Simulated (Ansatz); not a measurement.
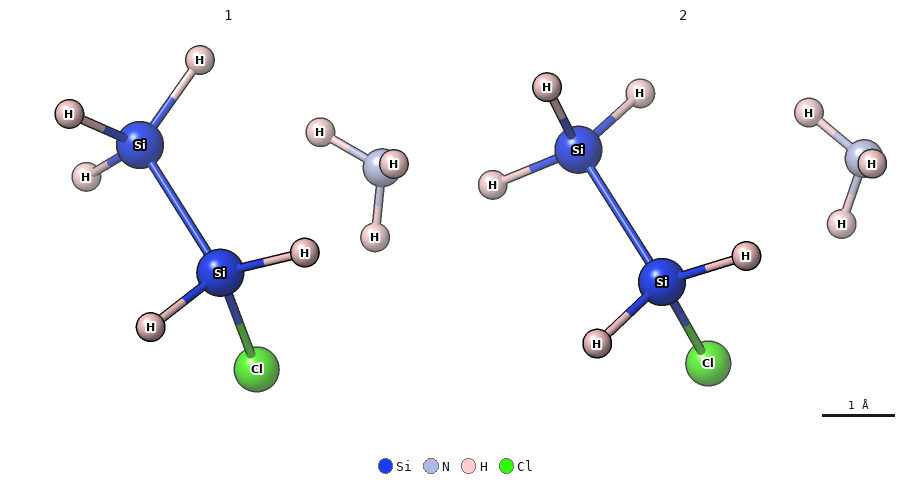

Two geometries of Si₂NH₈Cl, drawn at one scale. One is the start of a relaxation, the other its converged end. A ball-and-stick model, seen at a tilt.

Method: RKS PBE0-D4/def2-SVP (Ansatz 0.2.0). Settings: no spin polarisation; force threshold 0.03 eV/Å; at most 50 steps.

> Which one is relaxed?

Structure 2 is the relaxed one. The run prepares an end point of a later path (reaction) calculation, from a guessed geometry. After 19 accepted moves (20 points after the start) the energy has fallen by 0.164 eV. The largest force component goes from 1.2 to 0.027 eV/Å. The line search rejected the trial step at point 3 of the run. The forces were under the threshold at step 5, but the run went on from there. The largest move after the best rigid fit is that of an H atom, 0.82 Å. By element the largest moves are H 0.82 Å, N 0.41 Å, Si 0.24 Å, Cl 0.14 Å. Among the contacts that change: Si–Si 2.257 → 2.342 Å, H–Si 1.498 → 1.492 Å, Cl–Si 2.089 → 2.084 Å. Bond angles that change, for instance: Si–Si–H 115.6° → 110.3°, H–Si–Si 106.1° → 110.3°, Cl–Si–Si 112.2° → 108.1°. Groups turn about Si–Si by about 30°.
